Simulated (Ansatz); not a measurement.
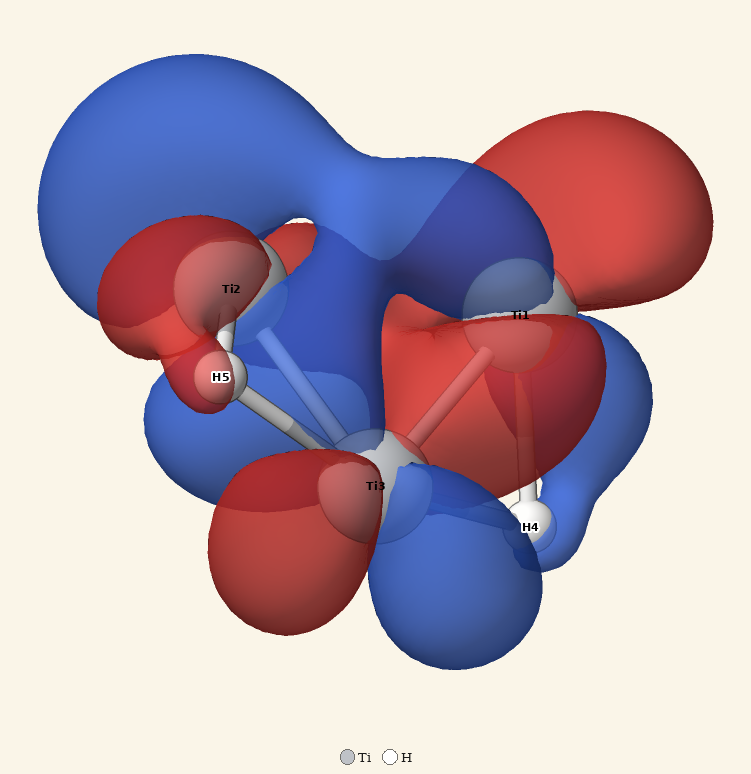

H₂Ti₃. The HOMO at ±0.06 Å⁻³ᐟ² (red and blue are the two phases), seen at a tilt.

Geometry: PBE0-D4/def2-TZVP.

Computed with RKS PBE0-D4/def2-TZVP in Ansatz 0.2.0.

```xyz
5

Ti    1.4606    0.3595    0.5688
Ti   -0.7211    1.4106   -0.2673
Ti   -0.3338   -0.8020   -0.1341
H     1.5128   -1.1188   -0.5533
H    -1.9185    0.1507    0.3858
```

### What is the character of this orbital?

Its weight (Hirshfeld) is mainly on Ti3 (about 35 %), Ti1 (about 30 %) and Ti2 (about 30 %). Its energy is −3.89 eV.
